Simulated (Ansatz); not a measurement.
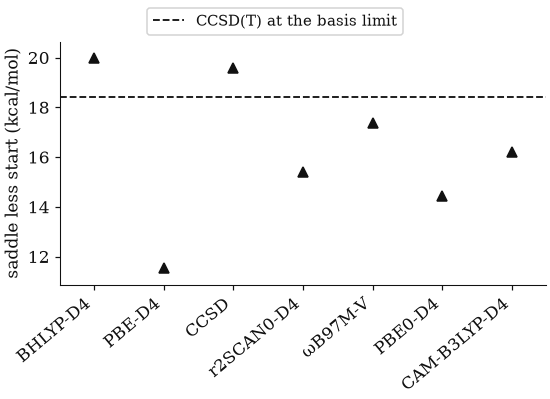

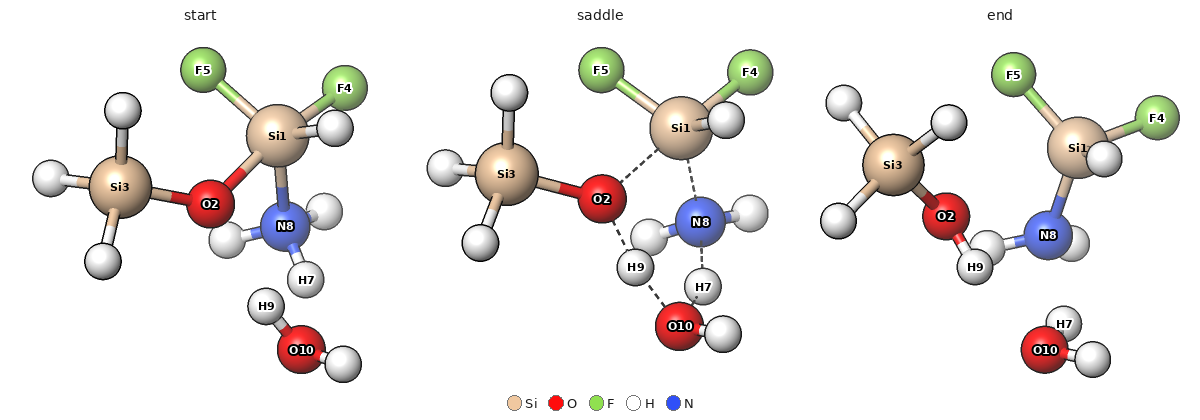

Height of the saddle over the start in one step of Si₂NH₉O₂F₂ at several levels. In the step O2–H9 (1.87 → 1.21 → 0.98 Å) and H7–O10 (1.83 → 1.16 → 0.98 Å) form; Si1–O2 (1.75 → 1.92 → 2.80 Å), H7–N8 (1.03 → 1.36 → 2.02 Å) and H9–O10 (0.98 → 1.19 → 1.78 Å) break; Si1–N8 (1.92 → 1.81 → 1.71 Å) shortens (lengths at start, saddle and end; changes of bond order aren't listed). Electronic energies at PBE0-D4/def2-TZVP geometries, energies in def2-TZVPP, the Ansatz code; cores frozen in correlated methods, no zero-point terms. Start and end are the structures at the ends of the path (complexes, where there are several molecules). The line is the MP2 basis limit plus CCSD(T) less MP2 in triple zeta. The distance of CCSD to the limit includes basis error. The limit lies 0.7 kcal/mol from CCSD(T) in triple zeta, so the line itself is uncertain by a part of that.

### Which level comes closest to the line (CCSD(T) at the basis limit), and which misses most?

Closest ωB97M-V (17.4 kcal/mol), against 18.4 kcal/mol; farthest PBE-D4 (11.5 kcal/mol).

### What range do the values span, the line included?

From 11.5 kcal/mol (PBE-D4) to 20.0 kcal/mol (BHLYP-D4).
